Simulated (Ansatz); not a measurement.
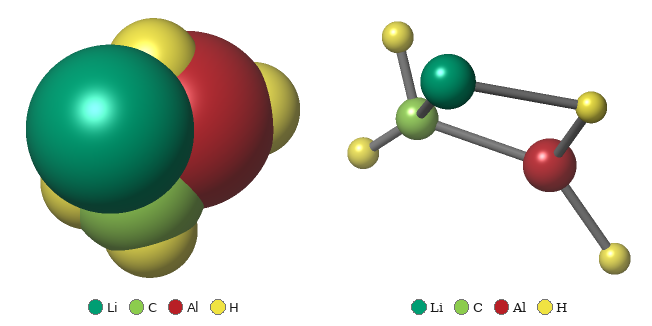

The same structure drawn twice, from different directions.

**Give the formula.**

CH4AlLi, 7 atoms: 1 carbon, 4 hydrogen, 1 aluminium and 1 lithium.

**Give the symmetry (Schoenflies symbol).**

C1.

The parts below concern this one geometry. Atoms keep their numbers from picture to picture. Computed geometry: PBE0-D4/def2-TZVP optimisation. No frequency run is at hand to confirm it as a minimum.

**Dipole moment**

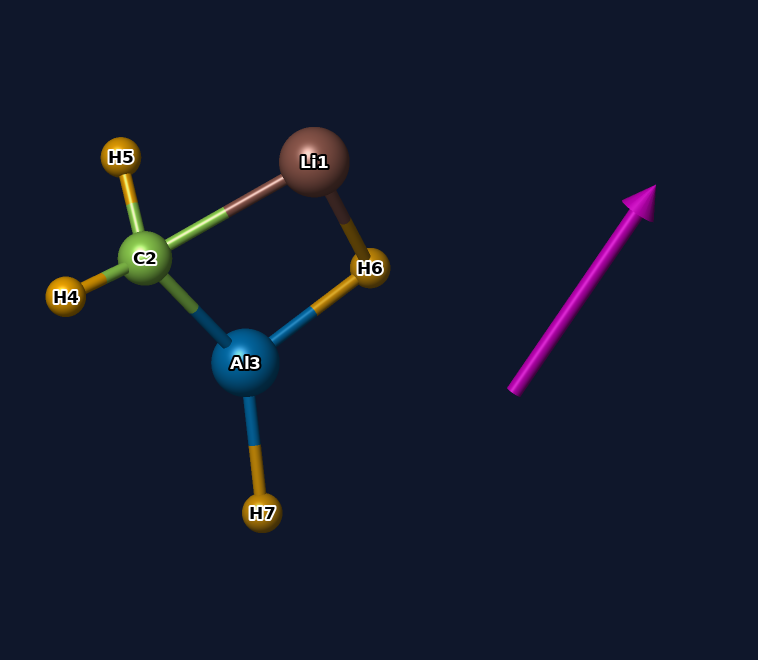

The arrow beside the molecule shows the direction of the dipole moment, from the negative to the positive end (its length means nothing). No frequency run is at hand to confirm it as a minimum. Method: RKS PBE0-D4/def2-TZVP (Ansatz 0.2.0).

**Estimate the dipole moment.**

4.33 D; it points from the side of H7 to the side of Li1 (the outermost atoms at the two ends).

**Charges**

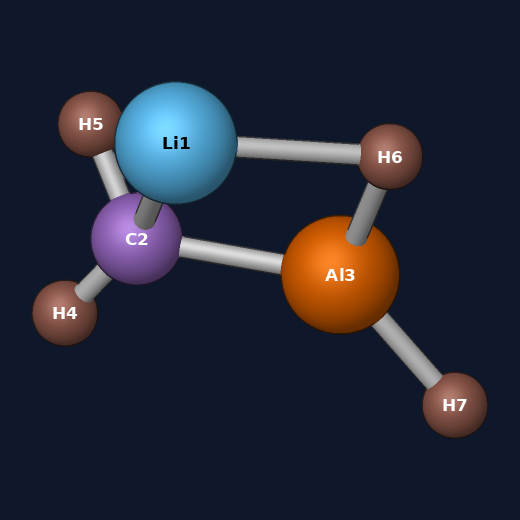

The questions are on Mulliken charges. No frequency run is at hand to confirm it as a minimum. Level of theory: RKS PBE0-D4/def2-TZVP (Ansatz 0.2.0).

Give the Mulliken charges atom by atom.

| atom | value (e) |
| --- | --- |
| Li1 | 0.70 |
| C2 | −0.86 |
| Al3 | 0.26 |
| H4 | 0.14 |
| H5 | 0.12 |
| H6 | −0.24 |
| H7 | −0.11 |

**Electronic properties**

No frequency run is at hand to confirm it as a minimum. Level of theory: RKS r2SCAN-D4/def2-TZVPP (Ansatz 0.2.0).

**What is the dispersion correction?**

−2.2 kJ/mol.

Mulliken values depend strongly on the basis set and can even reverse the polarity of a bond.
